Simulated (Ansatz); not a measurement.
Starting cell, CdSe (zinc blende):

```xyz
2
Lattice="0.0000 3.0409 3.0409 3.0409 0.0000 3.0409 3.0409 3.0409 0.0000" Properties=species:S:1:pos:R:3 pbc="T T T"
Se     4.5614     4.5614     4.5614
Cd     0.0000     0.0000     0.0000
```

In each cell atom 2 (Cd, nearest neighbour Se at 2.634 Å; its periodic images, 4.3 Å or more away, move with it) moves by s·(-0.577, -0.577, -0.577) (towards the nearest neighbour), the rest being held.

Calculation: PBEsol (plane waves to 420 eV, PAW, scalar-relativistic; Ansatz, an electronic-structure program). k mesh 8×8×8 (Γ-centred), Fermi-Dirac smearing 0.05 eV. The energy includes the smearing's −TS. CdSe was relaxed with its symmetry unable to fall. ΔE is measured from the undisplaced structure.

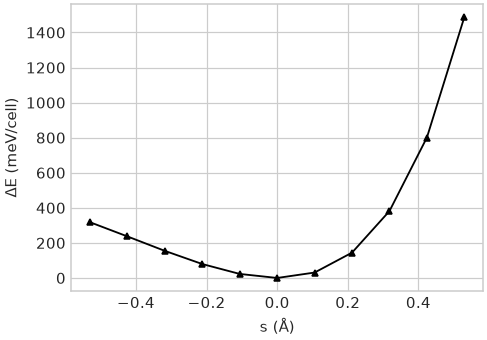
ΔE (meV/cell) against s (Å); one marker a computed point.

Task: Is the energy the same for displacements of ±0.530 Å, and if not, which side lies higher?

Result: Not even: the positive side lies higher at ±0.530 Å.

Task: What is the energy change at s = 0.530 Å?

Result: About 1500 meV/cell.

(A displaced cell: forces are minus the slopes of the energy, force constants its curvatures, and phonons follow from these.)
